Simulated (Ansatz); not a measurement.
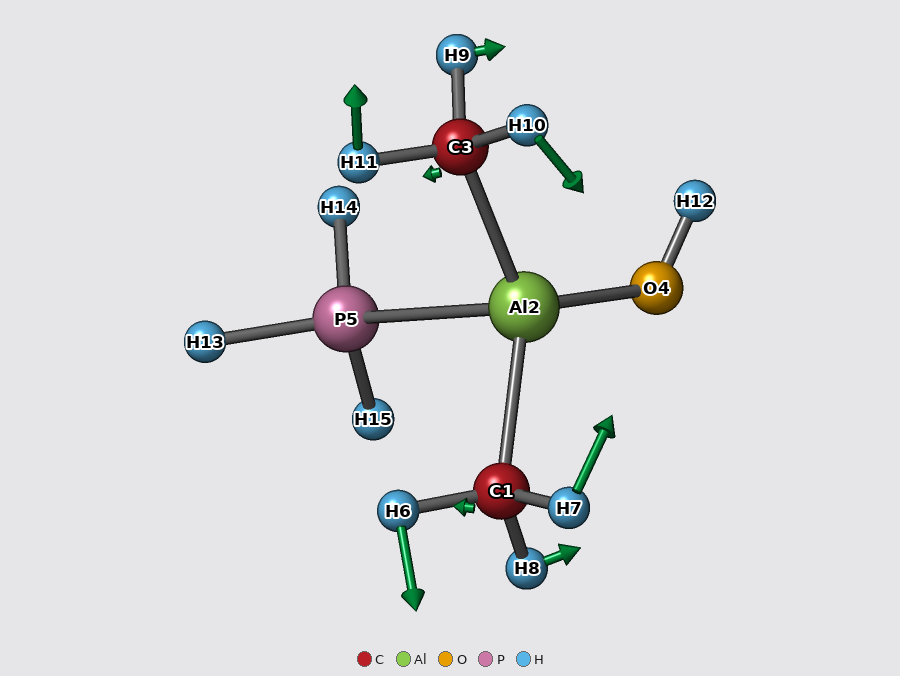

The arrows show one normal mode. Harmonic vibrations computed with RKS PBE0-D4/def2-TZVP (Ansatz 0.2.0) at a stationary point of the same level.

What kind of motion is it?

Answer. Mostly Al–C–H bending.

Estimate its harmonic wavenumber.

Answer. 677 cm⁻¹; it is mode 17 of 39 counted from the lowest.
